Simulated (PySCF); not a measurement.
Potential energy curve for CH, doublet.

Levels: UKS-M06-2X = unrestricted M06-2X/6-31G run with PySCF; UMP2 = PySCF 2.14.0 with MP2 on UHF/6-31G, 1 core orbital frozen; NEVPT2 = SC-NEVPT2 on CASSCF(5,5)/6-31G, all electrons correlated (PySCF).

Energies are in eV, each relative to the lowest point of its own curve near equilibrium.

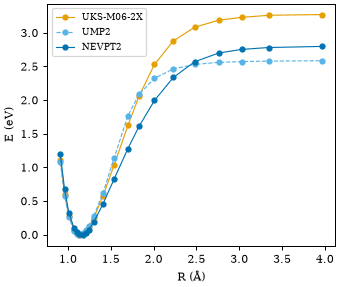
Fig. 1. Energy against bond length for each method.

```csv
R / Å,UKS-M06-2X,UMP2,NEVPT2
0.91,1.111,1.076,1.199
0.96,0.606,0.573,0.671
1.01,0.282,0.256,0.327
1.07,0.070,0.057,0.095
1.10,0.021,0.014,0.035
1.13,0.000,0.000,0.004
1.17,0.010,0.019,0.000
1.21,0.054,0.071,0.030
1.24,0.105,0.128,0.070
1.30,0.242,0.275,0.183
1.41,0.577,0.621,0.459
1.54,1.039,1.142,0.829
1.70,1.621,1.768,1.278
1.83,2.059,2.083,1.608
2.01,2.528,2.323,1.992
2.23,2.877,2.461,2.335
2.48,3.082,2.528,2.569
2.76,3.185,2.559,2.697
3.03,3.228,2.571,2.752
3.35,3.259,2.578,2.780
3.97,3.270,2.583,2.796
```

At the longest distance, 3.97 Å, UKS-M06-2X lies highest above its minimum (3.270 eV) and UMP2 lowest (2.583 eV).

The scan ran from 0.91 to 4.47 Å; beyond the distances shown one of the unrestricted levels run for this scan, shown here or not, changes its spin distribution in one step. The unrestricted determinant behind UKS-M06-2X is spin-contaminated at 0.91, 1.83 to 3.97 Å (<S²> up to 1.8, against 0.75 for a pure doublet). The unrestricted determinant behind UMP2 is spin-contaminated at 0.91 to 3.97 Å (<S²> up to 1.8, against 0.75 for a pure doublet).
